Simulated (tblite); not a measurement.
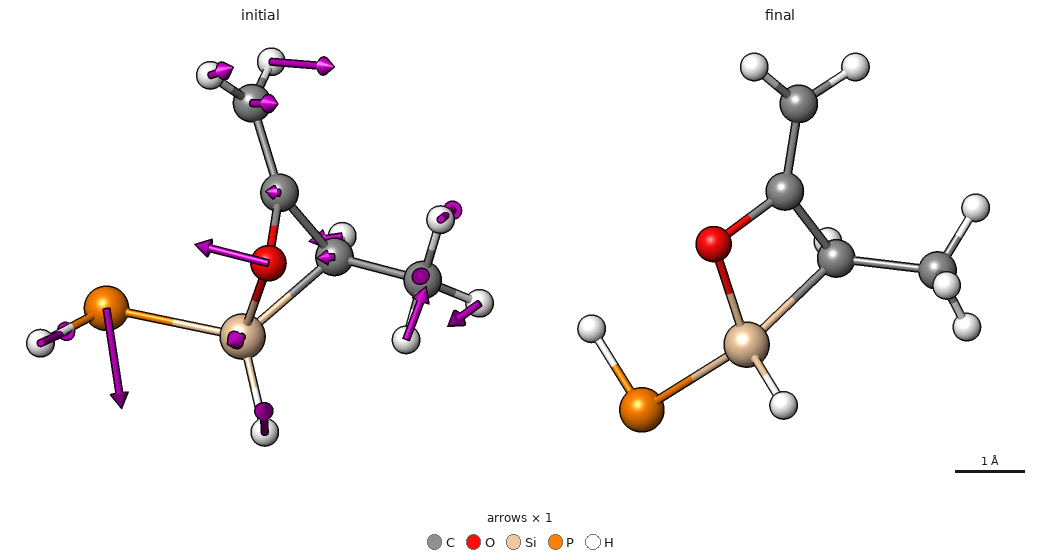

The structure of C4H8OPSi (multiplicity 2) before (left) and after (right) a relaxation, at one scale. The purple arrows give the displacements, at their true length.

The picture is a ball-and-stick view, seen face on.

The calculation used tblite, GFN2-xTB geometry optimisation, gas phase. 

Question: What changed between the two?

Answer: The largest move after the best rigid fit is that of the P atom, 1.50 Å. By element the largest moves are P 1.50 Å, H 1.37 Å, O 1.15 Å, C 0.64 Å, Si 0.43 Å. Some distances before and after: C–Si 1.816 → 1.936 Å, P–Si 2.148 → 2.213 Å, C–C 1.365 → 1.316 Å, O–Si 1.720 → 1.680 Å. Among the angles between lasting bonds that change: Si–P–H 109.6° → 94.0°, O–C–C 88.1° → 103.3°, C–C–O 136.9° → 124.5°. Groups turn about P–Si by about 90°, C–C by about 40°. Over 141 geometry steps the energy falls by 192.0 kJ/mol.
